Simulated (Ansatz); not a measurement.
## SnSiNH6Br: geometry relaxation (part 1 of 2)

System: SnSiNH6Br, SMILES N[SiH](Br)[SnH3].
Method: RKS r2SCAN-D4/def2-SVP (Ansatz 0.2.0).

It belongs to a series of runs on one base structure; here: end point B relaxed.

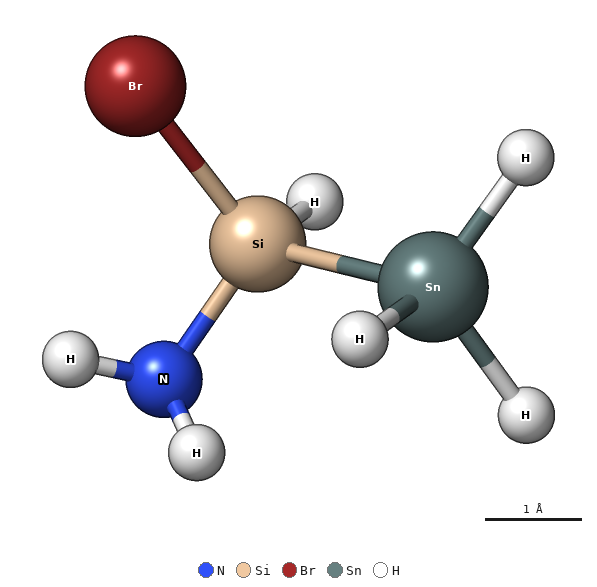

**Figure 1.** The structure as given in the input (ball-and-stick view, seen at a tilt). Sticks mark near contacts. Bond lengths as drawn: Br–Si 2.23 Å, H–N 1.06 to 1.09 Å, H–Si 1.47 Å, H–Sn 1.68 to 1.81 Å, N–Si 1.73 Å and Si–Sn 2.50 Å.

## The input
```yaml
crystal:
  periodic: [false, false, false]
  atoms:
    - { symbol: "N", position_ang: [-1.2681, 1.313, 0.3615] }
    - { symbol: Si, position_ang: [0.3183, 0.8088, -0.1157] }
    - { symbol: Br, position_ang: [1.8051, 1.6854, 1.2949] }
    - { symbol: Sn, position_ang: [0.4995, -1.6868, -0.0137] }
    - { symbol: H, position_ang: [-1.17737, 1.82636, 1.31581] }
    - { symbol: H, position_ang: [-1.83553, 0.46275, 0.65482] }
    - { symbol: H, position_ang: [0.6461, 1.2598, -1.4802] }
    - { symbol: H, position_ang: [-0.7199, -2.3558, -1.1153] }
    - { symbol: H, position_ang: [0.0816, -2.2055, 1.6654] }
    - { symbol: H, position_ang: [2.0304, -2.2304, -0.4455] }
basis:
  gaussian: { orbitals: def2-SVP }
hamiltonian:
  xc: r2scan
  dispersion: d4
relax:
  f_tol: 0.015
  max_steps: 40
output:
  orbitals: {}
```

Run on 2 threads of Intel Xeon (Granite Rapids), 16 GiB of memory available, shared host.

Launch command:
```bash
ansatz run input.yaml --threads 2 --pin off --max-ram 3072MiB --backend cpu --events-out ev --progress --plain --runs-dir out
```

## What the program printed
```
The last accepted step is kept in [file] (removed where the run ends without a failure and the disk answers)
Engine: ansatz 0.2.0, x86_64-unknown-linux-gnu
Functional definition: r2SCAN
  parameter k0 = 0.174
  parameter k1 = 0.065
  parameter a1 = 4.9479
  exchange = r2scan_x(k0 = k0, k1 = k1, a1 = a1)
  correlation = r2scan_c
1352 factors; their error is unknown
mean field evaluation 1: about -85326.8045 eV, gradient 5.3e1 eV
mean field evaluation 2: about -85303.3287 eV, gradient 1.0e2 eV
mean field evaluation 4: about -85332.4867 eV, gradient 4.1e0 eV
mean field evaluation 8: about -85332.5332 eV, gradient 9.3e-2 eV
mean field evaluation 16: about -85332.4338 eV, gradient 7.6e-5 eV
mean field -85332.43377684 eV, -3135.9091008980 hartree, gradient 1.5e-5 eV, S^2 0.000000; 0 other end points of the search recorded, 0 dependent functions left out
the calculation of the forces begins
reference -85332.43378886 eV, -3135.9091013396 hartree; 42, 42 occupied and 78, 78 virtual orbitals, 1352 factors
relax step   1: F+E_penalty+E_count = -85332.49734822 eV  Δ(F+E_penalty+E_count) = +0.000e0 eV  max|allowed force component| = 3.056e0 eV/Å  Δτ_max = 0.0000 Å  (27 SCF iters, accepted)
these checks for a lower state are left out or cut short: starts, cluster_reference, orbital_swaps, neighbouring_geometries, increment
1352 factors; their error is unknown
mean field -85332.64345535 eV, -3135.9168064411 hartree, gradient 2.1e-5 eV, S^2 0.000000; 0 other end points of the search recorded, 0 dependent functions left out
[... from here on the field's lines of each further geometry are left out, up to the last ...]
relax step   2: F+E_penalty+E_count = -85332.70613888 eV  Δ(F+E_penalty+E_count) = -2.088e-1 eV  max|allowed force component| = 1.329e0 eV/Å  Δτ_max = 0.1909 Å  (29 SCF iters, accepted)
relax step   3: F+E_penalty+E_count = -85332.80972975 eV  Δ(F+E_penalty+E_count) = -1.036e-1 eV  max|allowed force component| = 1.207e0 eV/Å  Δτ_max = 0.1842 Å  (28 SCF iters, accepted)
relax step   4: F+E_penalty+E_count = -85332.87710445 eV  Δ(F+E_penalty+E_count) = -6.737e-2 eV  max|allowed force component| = 5.958e-1 eV/Å  Δτ_max = 0.2000 Å  (29 SCF iters, accepted)
relax step   5: F+E_penalty+E_count = -85332.94609091 eV  Δ(F+E_penalty+E_count) = -6.899e-2 eV  max|allowed force component| = 3.246e-1 eV/Å  Δτ_max = 0.2000 Å  (27 SCF iters, accepted)
relax step   6: F+E_penalty+E_count = -85332.98582671 eV  Δ(F+E_penalty+E_count) = -3.974e-2 eV  max|allowed force component| = 1.883e-1 eV/Å  Δτ_max = 0.2000 Å  (27 SCF iters, accepted)
relax step   7: F+E_penalty+E_count = -85332.98381731 eV  Δ(F+E_penalty+E_count) = +2.009e-3 eV  max|allowed force component| = 4.419e-1 eV/Å  Δτ_max = 0.2000 Å  (27 SCF iters, rejected (line search))
relax step   8: F+E_penalty+E_count = -85333.00093891 eV  Δ(F+E_penalty+E_count) = -1.511e-2 eV  max|allowed force component| = 7.312e-2 eV/Å  Δτ_max = 0.1000 Å  (26 SCF iters, accepted)
relax step   9: F+E_penalty+E_count = -85333.00637479 eV  Δ(F+E_penalty+E_count) = -5.436e-3 eV  max|allowed force component| = 8.307e-2 eV/Å  Δτ_max = 0.1000 Å  (28 SCF iters, accepted)
relax step  10: F+E_penalty+E_count = -85333.00728872 eV  Δ(F+E_penalty+E_count) = -9.139e-4 eV  max|allowed force component| = 5.888e-2 eV/Å  Δτ_max = 0.0460 Å  (29 SCF iters, accepted)
relax step  11: F+E_penalty+E_count = -85333.00853602 eV  Δ(F+E_penalty+E_count) = -1.247e-3 eV  max|allowed force component| = 1.480e-2 eV/Å  Δτ_max = 0.0269 Å  (28 SCF iters, accepted)
relax step  12: F+E_penalty+E_count = -85333.00870915 eV  Δ(F+E_penalty+E_count) = -1.731e-4 eV  max|allowed force component| = 1.532e-2 eV/Å  Δτ_max = 0.0160 Å  (29 SCF iters, accepted)
relax step  13: F+E_penalty+E_count = -85333.00877441 eV  Δ(F+E_penalty+E_count) = -6.526e-5 eV  max|allowed force component| = 1.647e-2 eV/Å  Δτ_max = 0.0324 Å  (29 SCF iters, accepted)
relax step  14: F+E_penalty+E_count = -85333.00890901 eV  Δ(F+E_penalty+E_count) = -1.346e-4 eV  max|allowed force component| = 1.595e-2 eV/Å  Δτ_max = 0.0197 Å  (29 SCF iters, accepted)
relax step  15: F+E_penalty+E_count = -85333.00896738 eV  Δ(F+E_penalty+E_count) = -5.836e-5 eV  max|allowed force component| = 1.854e-2 eV/Å  Δτ_max = 0.0058 Å  (22 SCF iters, accepted)
relax step  16: F+E_penalty+E_count = -85333.00903669 eV  Δ(F+E_penalty+E_count) = -6.931e-5 eV  max|allowed force component| = 2.161e-2 eV/Å  Δτ_max = 0.0164 Å  (29 SCF iters, accepted)
relax step  17: F+E_penalty+E_count = -85333.00906464 eV  Δ(F+E_penalty+E_count) = -2.795e-5 eV  max|allowed force component| = 1.523e-2 eV/Å  Δτ_max = 0.0161 Å  (29 SCF iters, accepted)
the calculation of the forces begins
reference -85332.94623425 eV, -3135.9279333605 hartree; 42, 42 occupied and 78, 78 virtual orbitals, 1352 factors
relax step  18: F+E_penalty+E_count = -85333.00907689 eV  Δ(F+E_penalty+E_count) = -1.225e-5 eV  max|allowed force component| = 1.015e-2 eV/Å  Δτ_max = 0.0059 Å  (22 SCF iters, accepted)
```

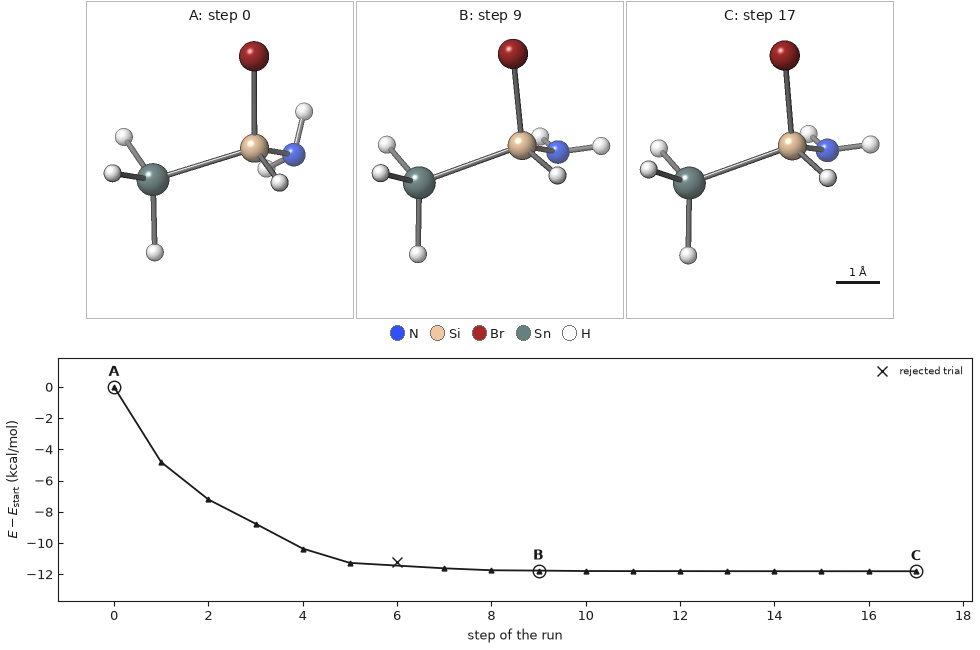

**Figure 2.** Frames of the relaxation (ball-and-stick view, seen at an oblique angle) above the curves, on which the letters mark them (the first geometry is step 0 here and step 1 in the log).

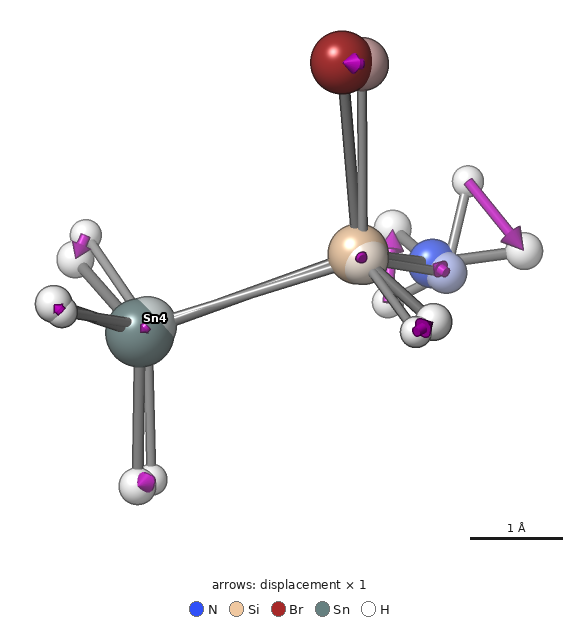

**Figure 3.** Start (faint) and end (solid) with the displacements as pink arrows, at true length (ball-and-stick view, seen at an oblique angle). The two geometries are laid on each other by the best rigid fit. The largest move after the best rigid fit is that of H5, 1.00 Å. Largest moves by element: H 1.00 Å, Br 0.26 Å, N 0.22 Å, Sn 0.12 Å, Si 0.11 Å. Distances before and after: Sn4–H9 1.806 → 1.716 Å, N1–H5 1.087 → 1.017 Å, Si2–Sn4 2.504 → 2.565 Å, Sn4–H8 1.774 → 1.715 Å. Among the angles that change: Si2–N1–H5 107.6° → 119.5°, Si2–N1–H6 109.4° → 119.6°, H5–N1–H6 100.4° → 110.3°. Over 17 geometry steps the energy falls by 11.8 kcal/mol. The largest force component goes from 3.1 to 0.01 eV/Å. The line search rejected the trial step at point 6 (counted from 0) and went back. (Atoms are counted from 1 in the order of the input.)

```
1352 factors; their error is unknown
mean field -85332.94622184 eV, -3135.9279329042 hartree, gradient 1.0e-5 eV, S^2 0.000000; 1 other end points of the search recorded, 0 dependent functions left out
the calculation of the forces begins
reference -85332.94623425 eV, -3135.9279333605 hartree; 42, 42 occupied and 78, 78 virtual orbitals, 1352 factors
Total energy: -85333.00908930 eV, -3135.9302432409 hartree
Atom 0 at    -1.274452     1.189511     0.544016 Å, force     0.002876    -0.008217    -0.003523 eV/Å
Atom 1 at     0.300605     0.766144    -0.011339 Å, force    -0.003396     0.010148    -0.000849 eV/Å
Atom 2 at     2.010921     1.509857     1.292768 Å, force    -0.001142    -0.000155    -0.000760 eV/Å
Atom 3 at     0.492592    -1.791013    -0.067744 Å, force     0.002391    -0.005587     0.000104 eV/Å
Atom 4 at    -1.589534     2.153731     0.467301 Å, force     0.001603     0.006917    -0.001918 eV/Å
Atom 5 at    -1.638049     0.766904     1.393951 Å, force     0.000784    -0.001748     0.002762 eV/Å
Atom 6 at     0.494783     1.445938    -1.322368 Å, force    -0.001219    -0.002554     0.004708 eV/Å
Atom 7 at    -0.519966    -2.472300    -1.272695 Å, force     0.000672     0.000463     0.001624 eV/Å
Atom 8 at    -0.002259    -2.408524     1.454595 Å, force     0.000454     0.000529    -0.002875 eV/Å
Atom 9 at     2.105460    -2.282638    -0.356455 Å, force    -0.003023     0.000204     0.000726 eV/Å
Dipole moment:    -0.454632     0.070963    -0.003338 e Å
```

## Trajectory as extended XYZ (Å, eV, eV/Å), 18 frames, from step=1 to step=18
```
10
Properties=species:S:1:pos:R:3:forces:R:3 step=1 energy=-85332.49735
N    -1.2681    1.3130    0.3615   -1.0762  -0.1981   3.0556
Si    0.3183    0.8088   -0.1157    0.1399  -0.0241  -0.2722
Br    1.8051    1.6854    1.2949    0.3023   0.1969   0.1465
Sn    0.4995   -1.6868   -0.0137   -0.9598  -0.8743   0.5920
H    -1.1774    1.8264    1.3158   -0.2776  -0.7121  -2.0785
H    -1.8355    0.4627    0.6548    0.6309   1.2245  -0.6442
H     0.6461    1.2598   -1.4802    0.1571   0.2898  -0.1995
H    -0.7199   -2.3558   -1.1153    0.4768   0.1370   0.4406
H     0.0816   -2.2055    1.6654    0.2557   0.2153  -0.9661
H     2.0304   -2.2304   -0.4455    0.3509  -0.2549  -0.0743
10
Properties=species:S:1:pos:R:3:forces:R:3 step=2 energy=-85332.70614
N    -1.2989    1.3608    0.4011   -0.2488  -0.2543   1.3293
Si    0.2851    0.8241   -0.0980    0.2280  -0.1429  -0.2513
Br    1.8219    1.7285    1.2775    0.0675  -0.0038   0.1071
Sn    0.4947   -1.7687   -0.0117    0.6556   0.6461  -0.8745
H    -1.2274    1.9299    1.2744   -0.1343  -0.2584  -0.8825
H    -1.8943    0.5591    0.6757    0.1944   0.4986  -0.2829
H     0.6572    1.3771   -1.4313   -0.0423  -0.0377  -0.0026
H    -0.6443   -2.4702   -1.0277   -0.3601  -0.2213  -0.3793
H     0.1420   -2.2792    1.5000   -0.2525  -0.3618   1.2293
H     2.0440   -2.3840   -0.4380   -0.1075   0.1356   0.0074
10
Properties=species:S:1:pos:R:3:forces:R:3 step=3 energy=-85332.80973
N    -1.3057    1.3073    0.3991    0.0528   0.1784   1.2069
Si    0.3038    0.8070   -0.0701   -0.1187  -0.0808  -0.2358
Br    1.8362    1.7031    1.3248    0.0204  -0.0362   0.0209
Sn    0.4878   -1.7663   -0.0344    0.1095   0.1310  -0.1855
H    -1.2714    2.0479    1.1400   -0.1844  -0.6032  -0.8824
H    -1.8559    0.5323    0.8017    0.1897   0.4290  -0.2066
H     0.6594    1.3361   -1.4167    0.0374   0.0916   0.0472
H    -0.6567   -2.4804   -1.0888   -0.0436  -0.0216  -0.0367
H     0.1388   -2.2822    1.5426   -0.0473  -0.1237   0.2589
H     2.0437   -2.3274   -0.4762   -0.0157   0.0355   0.0131
10
Properties=species:S:1:pos:R:3:forces:R:3 step=4 energy=-85332.87710
N    -1.2950    1.2741    0.4373    0.1425   0.0114   0.2424
Si    0.2913    0.7949   -0.1205   -0.1530   0.1412   0.5958
Br    1.8652    1.6089    1.3266   -0.0437  -0.1054  -0.1106
Sn    0.4800   -1.7868   -0.0260    0.0168   0.1343  -0.2105
H    -1.3617    2.1418    0.9883    0.0489  -0.2841  -0.4213
H    -1.8378    0.5575    0.9259    0.1571   0.1414  -0.1357
H     0.6860    1.4438   -1.4048   -0.1371  -0.0730   0.0086
H    -0.6551   -2.5147   -1.0861    0.0041  -0.0420  -0.0234
H     0.1497   -2.3599    1.5514   -0.0073   0.0683   0.0537
H     2.0576   -2.2820   -0.4700   -0.0283   0.0080   0.0008
10
Properties=species:S:1:pos:R:3:forces:R:3 step=5 energy=-85332.94609
N    -1.2892    1.2388    0.4500   -0.0409   0.1625   0.1614
Si    0.2945    0.7783   -0.0790   -0.1185   0.0924   0.2810
Br    1.8903    1.5358    1.3503    0.0999  -0.0482   0.0435
Sn    0.4762   -1.7856   -0.0597    0.0162   0.0149  -0.0631
H    -1.4205    2.1945    0.8045    0.0094  -0.3246  -0.2531
H    -1.7941    0.5907    1.0544    0.1009   0.0993  -0.0502
H     0.6502    1.4701   -1.3431   -0.0554  -0.0132  -0.1116
H    -0.6404   -2.5571   -1.1060   -0.0063   0.0046  -0.0254
H     0.1527   -2.3203    1.5355   -0.0049   0.0114   0.0227
H     2.0604   -2.2676   -0.4850   -0.0004   0.0010  -0.0052
```
